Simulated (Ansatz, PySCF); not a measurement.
Potential energy curve for CH (cation, charge +1), singlet.

Methods: RMP2/3-21G = restricted MP2 (frozen core)/3-21G (PySCF 2.14.0); UKS-CAM-B3LYP = Ansatz (a first-principles code) with unrestricted CAM-B3LYP/cc-pVQZ; RCCSD = CCSD on RHF/cc-pVQZ, frozen core in Ansatz; UKS-PBE0 = unrestricted PBE0/cc-pVQZ (Ansatz).

Energies are in eV, each relative to the lowest point of its own curve near equilibrium.

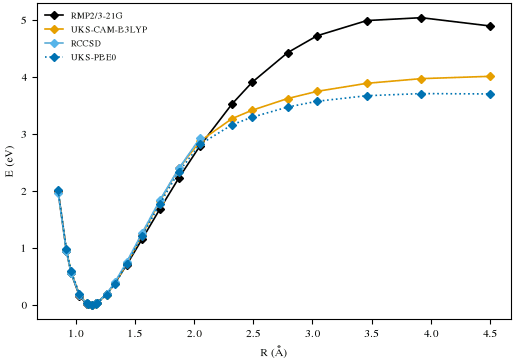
Figure. Energy against bond length for each method.

```json
[
 {"R / Å": "0.85", "RMP2/3-21G": "2.000", "UKS-CAM-B3LYP": "1.972", "RCCSD": "1.960", "UKS-PBE0": "2.005"},
 {"R / Å": "0.92", "RMP2/3-21G": "0.936", "UKS-CAM-B3LYP": "0.953", "RCCSD": "0.937", "UKS-PBE0": "0.975"},
 {"R / Å": "0.96", "RMP2/3-21G": "0.550", "UKS-CAM-B3LYP": "0.577", "RCCSD": "0.561", "UKS-PBE0": "0.593"},
 {"R / Å": "1.03", "RMP2/3-21G": "0.152", "UKS-CAM-B3LYP": "0.176", "RCCSD": "0.165", "UKS-PBE0": "0.185"},
 {"R / Å": "1.09", "RMP2/3-21G": "0.015", "UKS-CAM-B3LYP": "0.027", "RCCSD": "0.021", "UKS-PBE0": "0.030"},
 {"R / Å": "1.10", "RMP2/3-21G": "0.006", "UKS-CAM-B3LYP": "0.015", "RCCSD": "0.010", "UKS-PBE0": "0.018"},
 {"R / Å": "1.14", "RMP2/3-21G": "0.000", "UKS-CAM-B3LYP": "0.000", "RCCSD": "0.000", "UKS-PBE0": "0.000"},
 {"R / Å": "1.17", "RMP2/3-21G": "0.023", "UKS-CAM-B3LYP": "0.017", "RCCSD": "0.020", "UKS-PBE0": "0.015"},
 {"R / Å": "1.18", "RMP2/3-21G": "0.035", "UKS-CAM-B3LYP": "0.027", "RCCSD": "0.032", "UKS-PBE0": "0.024"},
 {"R / Å": "1.26", "RMP2/3-21G": "0.188", "UKS-CAM-B3LYP": "0.175", "RCCSD": "0.189", "UKS-PBE0": "0.167"},
 {"R / Å": "1.33", "RMP2/3-21G": "0.380", "UKS-CAM-B3LYP": "0.374", "RCCSD": "0.395", "UKS-PBE0": "0.362"},
 {"R / Å": "1.43", "RMP2/3-21G": "0.700", "UKS-CAM-B3LYP": "0.723", "RCCSD": "0.752", "UKS-PBE0": "0.705"},
 {"R / Å": "1.56", "RMP2/3-21G": "1.151", "UKS-CAM-B3LYP": "1.228", "RCCSD": "1.257", "UKS-PBE0": "1.200"},
 {"R / Å": "1.71", "RMP2/3-21G": "1.677", "UKS-CAM-B3LYP": "1.812", "RCCSD": "1.832", "UKS-PBE0": "1.771"},
 {"R / Å": "1.87", "RMP2/3-21G": "2.221", "UKS-CAM-B3LYP": "2.391", "RCCSD": "2.389", "UKS-PBE0": "2.332"},
 {"R / Å": "2.05", "RMP2/3-21G": "2.789", "UKS-CAM-B3LYP": "2.869", "RCCSD": "2.923", "UKS-PBE0": "2.814"},
 {"R / Å": "2.32", "RMP2/3-21G": "3.521", "UKS-CAM-B3LYP": "3.264", "RCCSD": "—", "UKS-PBE0": "3.157"},
 {"R / Å": "2.49", "RMP2/3-21G": "3.902", "UKS-CAM-B3LYP": "3.411", "RCCSD": "—", "UKS-PBE0": "3.289"},
 {"R / Å": "2.79", "RMP2/3-21G": "4.422", "UKS-CAM-B3LYP": "3.616", "RCCSD": "—", "UKS-PBE0": "3.467"},
 {"R / Å": "3.04", "RMP2/3-21G": "4.719", "UKS-CAM-B3LYP": "3.742", "RCCSD": "—", "UKS-PBE0": "3.568"},
 {"R / Å": "3.46", "RMP2/3-21G": "4.985", "UKS-CAM-B3LYP": "3.884", "RCCSD": "—", "UKS-PBE0": "3.666"},
 {"R / Å": "3.92", "RMP2/3-21G": "5.035", "UKS-CAM-B3LYP": "3.965", "RCCSD": "—", "UKS-PBE0": "3.703"},
 {"R / Å": "4.50", "RMP2/3-21G": "4.890", "UKS-CAM-B3LYP": "4.006", "RCCSD": "—", "UKS-PBE0": "3.697"}
]
```

At the longest distance, 4.50 Å, RMP2/3-21G lies highest above its minimum (4.890 eV) and UKS-PBE0 lowest (3.697 eV).

The RMP2/3-21G curve passes through a maximum at 3.92 Å and then falls by 0.145 eV up to the last usable point.

A dash means that the run gave no value there, or that the column was ended at a point which the program doubted or which failed a test of continuity chosen for this set; such a test can also cut sound points.

The restricted form behind RMP2/3-21G keeps the bonding electrons paired and can't separate into open-shell fragments. The unrestricted determinant behind UKS-CAM-B3LYP, UKS-PBE0 is spin-contaminated at 0.85 to 4.50 Å (<S²> up to 1.0, against 0.00 for a pure singlet). The T1 diagnostic of CCSD on the restricted reference of RCCSD exceeds 0.045 at 2.32 to 4.50 Å.
